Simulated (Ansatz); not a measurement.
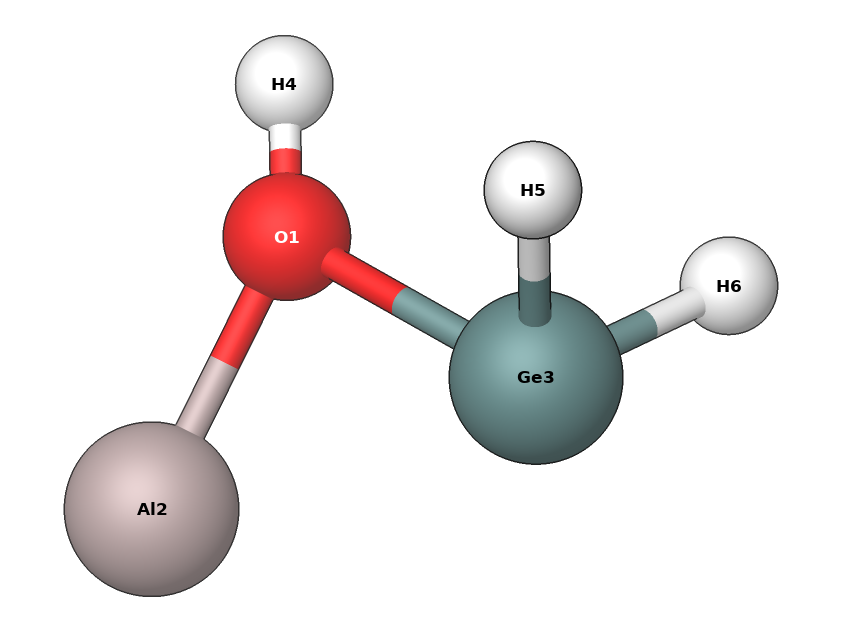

Atoms carry their numbers in the input. The geometry was computed by an optimisation with PBE-D4/def2-SVP. No frequency run is at hand to confirm it as a minimum.

Give these bond angles: Al2–O1–Ge3, Al2–O1–H4, Ge3–O1–H4, O1–Ge3–H5, O1–Ge3–H6, H5–Ge3–H6.

```tsv
angle	degrees
Al2–O1–Ge3	87.7
Al2–O1–H4	147.3
Ge3–O1–H4	124.9
O1–Ge3–H5	94.6
O1–Ge3–H6	94.4
H5–Ge3–H6	99.2
```
